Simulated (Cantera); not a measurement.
A closed system holds: 1 mol Si3N4, 0.042 mol N2O, a varied amount of H2, held at 2148.15 K and 10.0 mbar.

These are equilibrium values from Cantera (NASA tables, ideal gas, pure condensed phases), not measurements of a reactor. Candidate condensed phases: H2O, Si, SiO2, Si2N2O, Si3N4; 35 gas species. The tables' values for SiN are old estimates; treat these amounts as uncertain. Gases not in the tables: Si2H6 and higher silanes. Equilibrium is a limit: real reactors are often held back by kinetics, nucleation or transport.

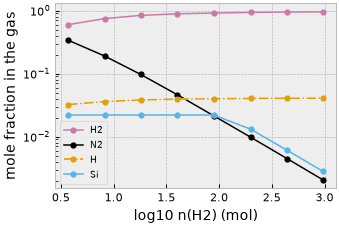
Fig. 1. Equilibrium gas composition (values under 1e-9 drawn at 1e-9)

From 3.7 mol H2 to 89 mol H2 the condensed part is Si(l). From 200 mol H2 to 970 mol H2 nothing is condensed. The main Si-bearing gas is Si throughout.
